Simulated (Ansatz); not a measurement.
Convergence study of shifted k-point meshes for CdSe (R3m, 2 atoms in the cell)

```
CdSe
1.0
    0.00000     3.04013     3.04013
    3.04013     0.00000     3.04013
    3.04013     3.04013     0.00000
Cd Se
1 1
Cartesian
  0.02887   0.02887   0.02887
  1.52006   1.52006   1.52006
```

Level of theory: LDA (PW92), default PAW files made with PBE (plane waves; Ansatz, a quantum-chemistry and plane-wave program).

Base settings: basis.ecutwfc = 420 eV; kpoints.mp_grid.grid = 7 7 7; hamiltonian.xc = lda; hamiltonian.pseudopotentials = {kind: paw} (the program's default PAW files); scf.occupations.method = fermi_dirac; scf.occupations.width = 0.01 eV.

In this ladder: kpoints.mp_grid.shift = 0.5 0.5 0.5.

Shifted meshes do not hold Γ, so a gap read on them misses any band edge there.

Only quantities that move along the ladder and can be compared are tabulated.

The count of work is k-points × plane waves × bands × iterations; it is no time. 

The starting cell has typed, rounded lattice constants, without a prior relaxation at this level. Its lattice was rescaled by up to half a per cent. One atom was moved a little off its site on purpose. Ansatz's pressure includes its estimate of the finite-basis (Pulay) stress.

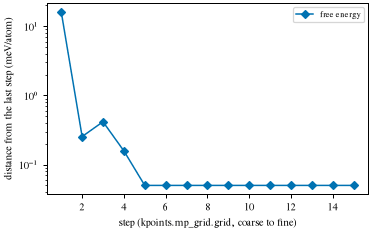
Figure. Distance from the last step along the ladder; very small values are drawn at a floor.

```tsv
kpoints.mp_grid.grid	free energy less the last step's (meV/atom)	pressure (GPa)	largest difference of a force vector from the last step's (eV/Å)	gap on the mesh (eV)	count of work / last
2 2 2	16.10	-1.67	0.522	2.466	0.0030
3 3 3	-0.25	-1.86	0.102	1.924	0.0078
4 4 4	-0.42	-1.87	0.026	1.532	0.013
5 5 5	-0.16	-1.87	0.006	1.272	0.025
6 6 6	-0.05	-1.87	0.001	1.092	0.036
7 7 7	-0.02	-1.87	0.000	0.963	0.057
8 8 8	0.00	-1.87	0.000	0.865	0.078
9 9 9	0.00	-1.87	0.000	0.790	0.11
10 10 10	0.00	-1.87	0.000	0.730	0.14
11 11 11	0.00	-1.87	0.000	0.681	0.19
12 12 12	0.00	-1.87	0.000	0.641	0.24
13 13 13	0.00	-1.87	0.000	0.607	0.30
15 15 15	0.00	-1.87	0.000	0.554	0.45
17 17 17	0.00	-1.87	0.000	0.515	0.64
18 18 18	0.00	-1.87	0.000	0.499	0.74
20 20 20	0.00	-1.87	0.000	0.472	1.0
```

Coarsest kpoints.mp_grid.grid that holds the free energy within 2 meV/atom of the last step, with all finer ones: 3 3 3, at 0.0078 of the last step's count of work; the step before is off by 16 meV/atom.

Coarsest kpoints.mp_grid.grid that holds the forces within 0.01 eV/Å of the last step, with all finer ones: 5 5 5, at 0.025 of the last step's count of work; the step before is off by 0.026 eV/Å.

Keys are those of Ansatz 0.2.
